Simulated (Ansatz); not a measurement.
The starting structures come from a database of crystals and need not be the phases stable at ambient conditions.

 Where the default PAW files enter, the runs use the earlier of Ansatz's two default sets.

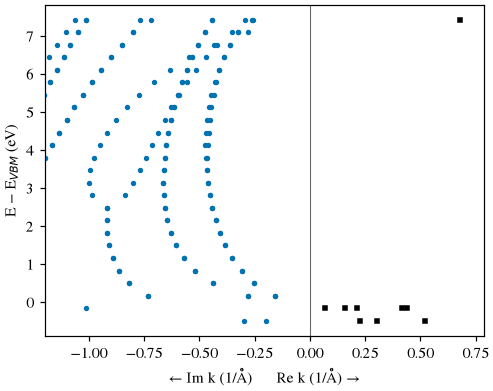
Figure: Complex bands at the centre of the two-dimensional zone; Ansatz (an electronic-structure program) with r2SCAN

No gap correction and no spin-orbit coupling; mid-gap values are interpolated between computed energies.

### Question
This is LiBH$_{4}$ (P6_3mc, not sure to be the ambient phase, 12 atoms a cell, 8.6 Å³ an atom) along the normal of (100). Read off the slowest decay at the centre of the two-dimensional zone at 3.79 eV, the computed energy nearest the middle of the gap.

### Answer
κ ≈ 0.46 1/Å, a decay length 1/(2κ) of the density of 1.1 Å.
